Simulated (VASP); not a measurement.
Band structure of WSi$_{2}$ (MoSi2 type). These are PBEsol GGA, VASP's PBE PAW potentials (set 64) (plane waves; VASP 6.6.1) values and carry that method's errors.

Unless said otherwise, spin-orbit coupling is left out, though it shifts the bands of the heavy elements here.

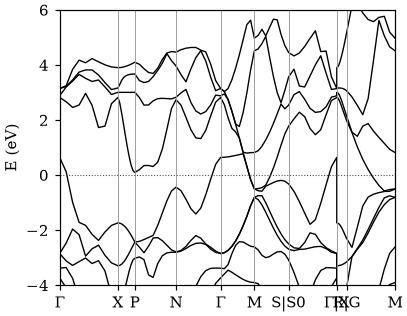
*Bands along high-symmetry lines, zero at the valence-band maximum or, without a gap, the Fermi level*

Problem. Read the plot: is there a gap, and where are the band edges?

Solution. It has no gap at this level: it comes out as a metal or semimetal. (Edges off the drawn lines would not show.)

The compound is WSi2 in the MoSi2 type structure. It was relaxed first.
